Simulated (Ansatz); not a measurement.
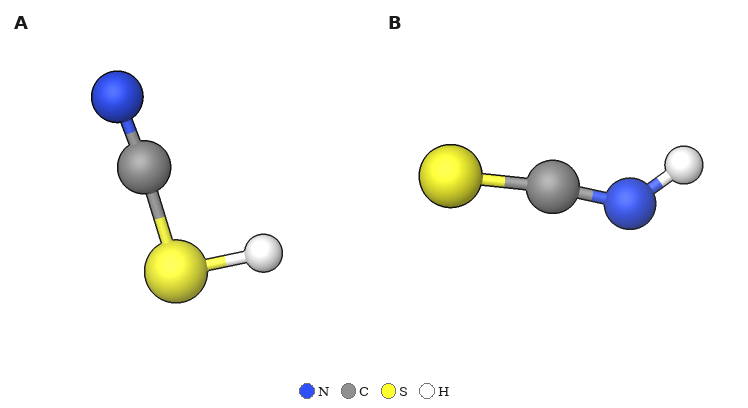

2 stationary structures of one formula. Geometries: PBE-D4/def2-SVP. Electronic energies: PBE-D4/def2-SVP (Ansatz 0.2.0), without zero-point energy. No frequency run is at hand to confirm each as a minimum.

### Rank them by energy, lowest first.

B is lowest; A lies 0.743 eV above it.
